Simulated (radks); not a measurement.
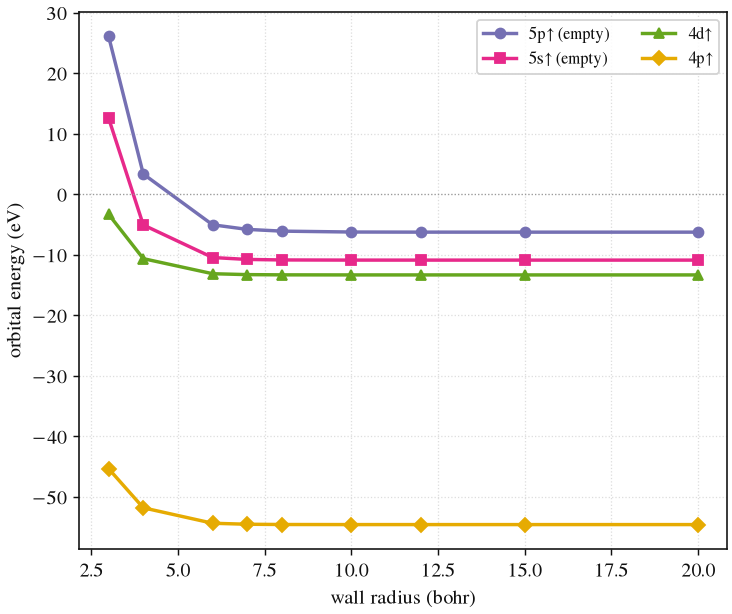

System: the ruthenium ion Ru⁺, configuration [Kr] 4d7 (high spin). It is put inside a hard spherical wall of varying radius. Level of theory: scalar-relativistic Kohn-Sham, PBEsol, spin-polarised, spherical densities, point nucleus. Computed with the in-house radial solver radks. The plot shows the outer orbital energies (spin up).

Question: How do the levels move, and do any cross?

Answer: The levels rise as the wall closes in: 5p↑ goes from −6.28 eV at 20 bohr to 26.1 eV at 3 bohr and passes zero between 6 and 4 bohr. No two of the levels drawn cross. The fastest to rise is 5p↑ (by 32.3 eV), the slowest 4p↑ (by 9.23 eV): the wall presses hardest on the most extended orbitals.
